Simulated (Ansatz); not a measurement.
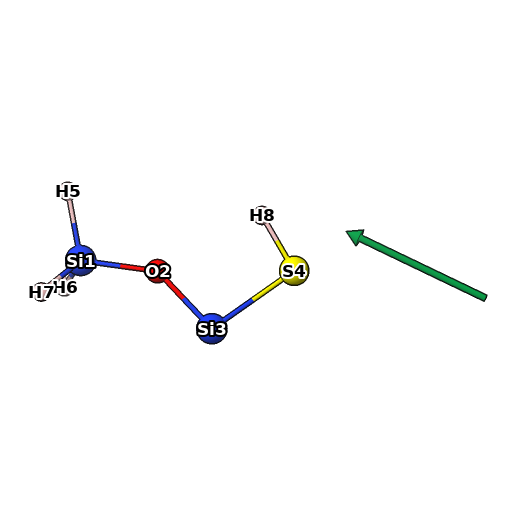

The arrow beside the molecule shows the direction of the dipole moment, from the negative to the positive end (its length means nothing). The computed structure is the end point of a PBE-D4/def2-SVP optimisation. No frequency run is at hand to confirm it as a minimum. Properties computed with RKS PBE-D4/def2-SVP (Ansatz 0.2.0).

Q: How large is the dipole moment?

A: 1.66 D; it points from the side of S4 to the side of H5 (the outermost atoms at the two ends).
